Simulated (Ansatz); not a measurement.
Run report: SiH₂Cl₂O, nudged elastic band

The run: nudged elastic band of SiH₂Cl₂O. Method and program: RKS B3LYP/def2-SVP (Ansatz 0.2.0).

One setting was made poor on purpose. It belongs to a series of runs on one base structure; here: an input spoilt on purpose.

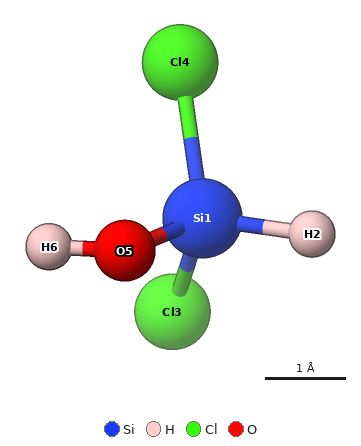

Fig. 1: The starting structure (ball-and-stick view, seen at a tilt; atoms are numbered from 1 in the order of the input). Bond lengths as drawn: Cl–Si 2.07 Å, H–O 0.97 Å, H–Si 1.47 Å and O–Si 1.64 Å.

The input
```yaml
crystal:
  periodic: [false, false, false]
  atoms:
    - { symbol: Si, position_ang: [0.074925, 0.020614, 0.42918] }
    - { symbol: H, position_ang: [-0.091074, 0.414499, 1.836004] }
    - { symbol: Cl, position_ang: [2.078531, -0.274086, 0.005179] }
    - { symbol: Cl, position_ang: [-0.61303, 1.52636, -0.812333] }
    - { symbol: O, position_ang: [-0.782641, -1.365865, 0.211749] }
    - { symbol: H, position_ang: [-0.780011, -1.790823, -0.655177] }
basis:
  gaussian: { orbitals: def2-SVP }
hamiltonian:
  xc: b3lyp
neb:
  order_check: false
  images: 5
  f_tol: 0.5
  max_iterations: 8
  final_atoms:
    - { symbol: Si, position_ang: [-1.10665454, 0.02330079, 0.17499835] }
    - { symbol: H, position_ang: [1.73108263, 0.43689227, 2.22013603] }
    - { symbol: Cl, position_ang: [2.23793401, -0.09925092, 1.15952798] }
    - { symbol: Cl, position_ang: [-1.06986506, 1.58599153, -1.24563393] }
    - { symbol: O, position_ang: [-0.96438096, -1.27649498, -0.86588189] }
    - { symbol: H, position_ang: [-0.94141607, -2.13973968, -0.42854455] }
  initial_path: idpp
  relax_end_points: true
```

Command:
```bash
ansatz run input.yaml --threads 1 --pin off --max-ram 2048MiB --backend cpu --events-out ev --progress --plain --runs-dir out
```

Output
```
Error: invalid value for `basis.gaussian`: such a run doesn't read neb.relax_end_points; remove what it names
```

What the run reported

| quantity | value |
| --- | --- |
| outcome | refused by the program |
| hardware | 1 thread of Arm Neoverse V1, 24 GiB of memory available, shared host |

Diagnosis

The program refused the input: “invalid value for `basis.gaussian`: such a run doesn't read neb.relax_end_points; remove what it names” A deliberately poor setting: bad input.
